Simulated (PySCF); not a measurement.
C5H14Si, SMILES C(C)C[SiH2]CC, singlet at its GFN2-xTB optimised geometry (Å):

```
20

C      3.0909    -1.6422    -0.0025
C      1.5664    -1.6612    -0.0142
C      0.9766    -0.2552     0.0000
Si    -0.9244    -0.2552     0.0000
C     -1.5588     1.5388     0.0000
C     -3.0798     1.6191    -0.0035
H      3.4717    -1.1141    -0.8745
H      3.4899    -2.6542    -0.0130
H      3.4582    -1.1378     0.8892
H      1.2050    -2.2139     0.8554
H      1.2180    -2.1903    -0.9035
H      1.3524     0.2913    -0.8678
H      1.3512     0.2730     0.8795
H     -1.4214    -0.9545     1.1943
H     -1.4225    -0.9537    -1.1944
H     -1.1792     2.0706     0.8745
H     -1.1751     2.0714    -0.8723
H     -3.4868     1.1209    -0.8802
H     -3.4187     2.6542    -0.0118
H     -3.4899     1.1338     0.8790
```

Computed with B3LYP/def2-SVP (PySCF). Cells within 0.4 Å of a nucleus heavier than hydrogen are left out (blank, or x).

Map of the electron localisation function on the plane z = 0.0 Å:

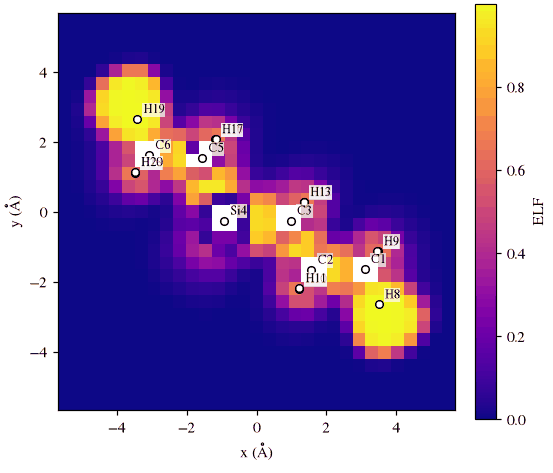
Figure: Electron localisation function on the plane z = 0.0 Å.
